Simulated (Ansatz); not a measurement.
# AlFH3NSi: the cost of one run

Program: the Python package of Ansatz 0.2.0. Level of theory: r2SCAN0/def2-SVP. These are calculated values, not measurements.

## (1) The structure

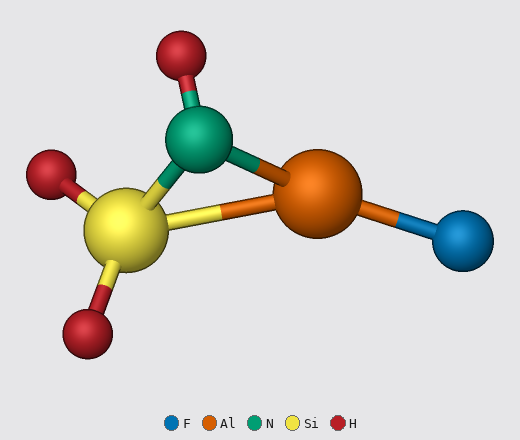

The starting structure, viewed from a chosen angle; fluorine blue, aluminium orange, nitrogen teal, silicon yellow, hydrogen red.

No structure file is read: the coordinates are typed or built in the script.

## (2) Script

scan.py

```python
"""Stretching a bond of AlFH3NSi, the rest held rigid."""

import ansatz as az
import matplotlib.pyplot as plt
import numpy as np


def main() -> None:
    geometry = (
        az.Crystal.molecule()
        .atom("F", (-0.5458, -2.7049, 1.5436))
        .atom("Al", (-0.0456, -1.284, 0.5126))
        .atom("N", (1.0132, 0.2806, 0.2712))
        .atom("Si", (-0.4633, 0.7987, -0.413))
        .atom("H", (1.6866, 0.0667, -0.5332))
        .atom("H", (-1.1601, 1.8301, 0.4386))
        .atom("H", (-0.4238, 0.9448, -1.8655))
    )

    symbols = [site.symbol for site in geometry.cartesian_sites]
    start = np.array([site.position_ang for site in geometry.cartesian_sites])
    axis = (start[0] - start[1]) / np.linalg.norm(start[0] - start[1])
    moving = [0]
    lengths, energies = [1.55, 1.68, 1.83, 2.01, 2.28, 2.74, 3.29, 4.02], []
    for length in lengths:
        xyz = start.copy()
        xyz[moving] += (length - np.linalg.norm(start[0] - start[1])) * axis
        point = az.Crystal.molecule()
        for symbol, place in zip(symbols, xyz):
            point = point.atom(symbol, place.tolist())
        job = (
            point.calculation()
            .basis(gaussian="def2-SVP")
            .functional("r2scan0")
        )
        r = job.run(threads=1, backend="cpu").report
        energies.append(r["free_energy_ev"])
        print(f"r = {length:6.3f} A  E = {energies[-1]:.5f} eV  <S^2> = {abs(r['mean_field']['state']['spin_squared']):.3f}")

    print("energy above the lowest point (eV):", [round(e - min(energies), 3) for e in energies])
    plt.figure(figsize=(4.5, 3))
    plt.plot(lengths, np.array(energies) - min(energies), "o-")
    plt.xlabel("bond length (A)")
    plt.ylabel("E - E(min) (eV)")
    plt.tight_layout()
    plt.savefig("scan.png", dpi=100)


if __name__ == "__main__":
    main()
```

## (3) The calls as engine input

The package turns the script's settings into the engine's input (first run):

```yaml
crystal:
  periodic: [false, false, false]
  atoms:
    - { symbol: F, position_ang: [-0.4703322213604134, -2.4905214180947852, 1.3880476613806205] }
    - { symbol: Al, position_ang: [-0.0456, -1.284, 0.5126] }
    - { symbol: "N", position_ang: [1.0132, 0.2806, 0.2712] }
    - { symbol: Si, position_ang: [-0.4633, 0.7987, -0.413] }
    - { symbol: H, position_ang: [1.6866, 0.0667, -0.5332] }
    - { symbol: H, position_ang: [-1.1601, 1.8301, 0.4386] }
    - { symbol: H, position_ang: [-0.4238, 0.9448, -1.8655] }
basis:
  gaussian:
    orbitals: def2-SVP
hamiltonian:
  xc: r2scan0
```

## (4) Launch

Run with:

```bash
> python scan.py
```

**Question.** How long does this script take on 1 thread of Arm Neoverse N1, shared host, and how much memory does it need?

About 69 s, with a peak of 0.27 GiB.
